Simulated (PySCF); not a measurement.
# F$_{2}$HInSi$_{2}$ (SMILES F[Si]1(F)[Si][InH]1): what the fields show

Input file:

```
import pyscf.grad
from pyscf import gto, dft

mol = gto.M(
    atom=[
    ('F', (-1.665166, -0.469918, 2.218978)),
    ('F', (-1.936447, -1.718729, 0.041027)),
    ('In', (0.785323, -1.924964, -1.383626)),
    ('Si', (-0.785943, -0.980930, 0.956632)),
    ('Si', (1.391124, -0.683129, 0.692454)),
    ('H', (0.560767, -2.774734, -2.883524)),
],
    basis='def2-tzvpd',
    verbose=3,
    ecp={'In': 'def2-svp'},
    max_memory=3720,
)

myscf = dft.RKS(mol)
myscf.xc = 'pbe0'
myscf = myscf.density_fit(auxbasis='def2-universal-jkfit')
myscf.max_cycle = 100
myscf.conv_tol = 1e-09
myscf.grids.level = 3
myscf.kernel()
if not myscf.converged:
    myscf = myscf.newton().run(myscf.mo_coeff, myscf.mo_occ)

e_final = myscf.e_tot
print('E = %.10f Eh' % e_final)
grad = myscf.Gradients().kernel()
dip = myscf.dip_moment()
pop, q = myscf.mulliken_pop()
```

Command:

```sh
OMP_NUM_THREADS=2 python calc.py
```

Geometry: B3LYP-D3(BJ)/def2-SVP; core potentials replace the inner electrons of In.

Computed with PySCF 2.14.0, Gaussian-basis quantum chemistry of an isolated molecule with PySCF, energy and nuclear gradient, functional PBE0.

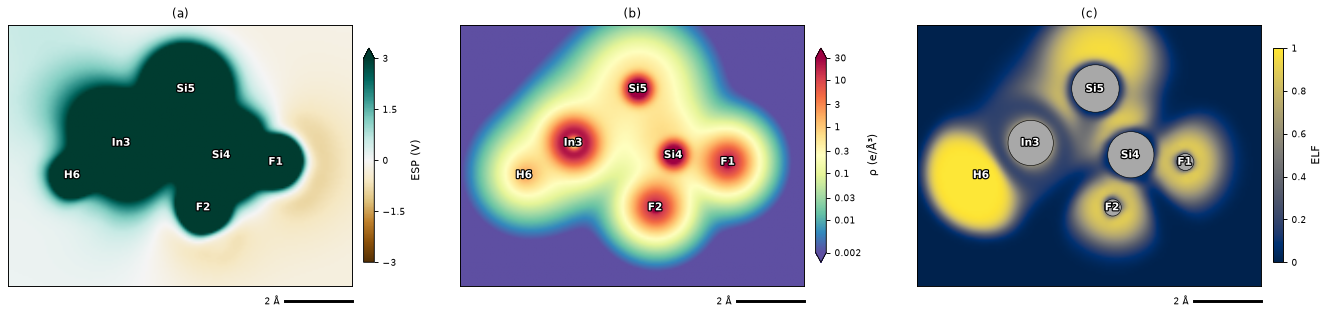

Figure 1. (a) electrostatic potential; (b) electron density; (c) ELF on the molecular plane. Grey discs cover the atomic cores in the ELF map.

**Describe what can be read from this map.**

- The section cuts through F, In, Si and H sites.
- Si–F (1.62 Å): ρ at the midpoint is about 1.1 e/Å³; the ELF peaks at about 0.85 in the valence shell of F, 0.6 Å from its nucleus, and is about 0.55 at the midpoint.
- Si–Si (2.21 Å): ρ at the midpoint is about 0.6 e/Å³; the ELF peaks at about 0.85 between the atoms; a shared electron pair.
- In–Si (2.49 Å): ρ is about 0.46 e/Å³ halfway; the ELF peaks at about 0.70 in the valence shell of Si, 1.1 Å from its nucleus, and is about 0.55 at the midpoint.
- In–H (1.74 Å): ρ is about 1.2 e/Å³ halfway; the ELF climbs to about 1 towards the hydrogen.
- The ELF also peaks beside F2, F1 and Si5, away from the bonds: lone-pair regions.
- Outside the dense part of the molecule the potential is most negative (−0.9 V) near F1.

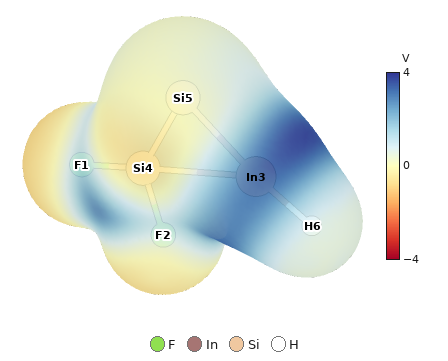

Figure 2. The molecular electrostatic potential painted on the density surface at 0.004 e/bohr³, seen at a tilt; red is negative and blue positive.

**Describe the electrostatic potential map.**

The most negative region (about −0.9 V) lies over F1, the most positive (about +3.7 V) over In3.

**How polar is the molecule by this calculation?**

Its dipole moment is 3.20 D.

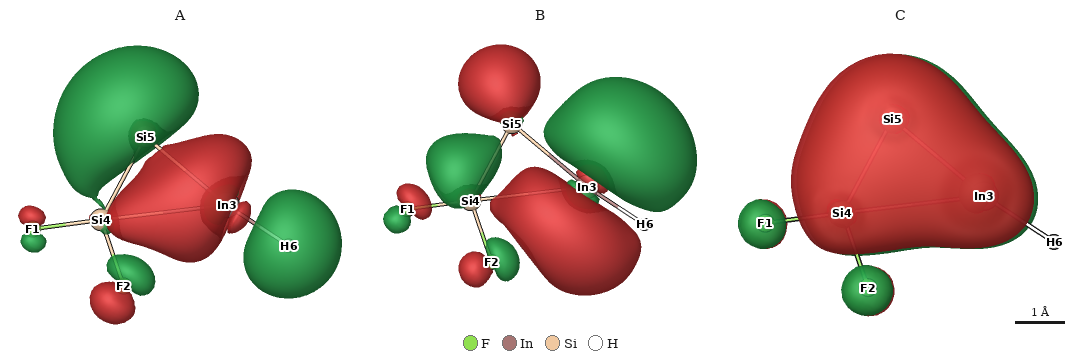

Figure 3. Three frontier orbitals at ±0.06 Å⁻³ᐟ² (green and red are the two phases), in no order.

**Which picture is the HOMO−1, the HOMO and the LUMO?**

A is the HOMO−1 (−7.33 eV). Its weight (Hirshfeld) is mainly on Si5 (about 50 %), In3 (about 25 %), H6 (about 10 %) and Si4 (about 10 %); it is symmetric in the molecular plane (an in-plane orbital: σ, lone-pair or in-plane π type). C is the HOMO (−5.94 eV). It lies mainly on Si5 (about 45 %), Si4 (about 30 %) and In3 (about 20 %); it changes sign across the molecular plane (π type); π-bonding across In3–Si4, In3–Si5 and Si4–Si5. B is the LUMO (−2.17 eV). By Hirshfeld shares it lies mainly on In3 (about 65 %), Si5 (about 15 %) and Si4 (about 10 %); it is symmetric in the molecular plane (an in-plane orbital: σ, lone-pair or in-plane π type).

**What is the HOMO–LUMO gap?**

3.77 eV between the orbital energies.
